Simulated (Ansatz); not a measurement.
Consider SnTe in the rock salt structure (space group Fm-3m, No. 225; a = 6.235 Å). Axes: x, y, z lie along the cube axes.

Structures relaxed with DFT with LDA, PAW potentials and a 420 eV plane-wave cutoff in Ansatz (a program for electronic structure), spin-orbit coupling left out.

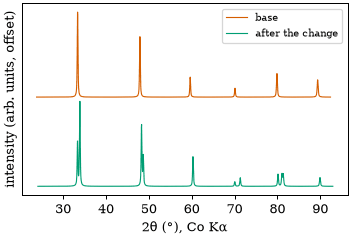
Figure. Simulated powder patterns before (top) and after one change

Problem. Which change produced these results?
A) biaxial strain −3.00 %, plane normal [001], relaxed out of plane
B) biaxial strain −2.50 %, plane normal [001], relaxed out of plane
C) biaxial strain −1.50 %, plane normal [001], relaxed out of plane

Solution. C, biaxial strain −1.50 %, plane normal [001], relaxed out of plane. Its volume per atom is 29.41 Å³ against 30.30 Å³, and its space group is I4/mmm (No. 139).

No phonon test of stability was made. All final runs are without spin polarisation.
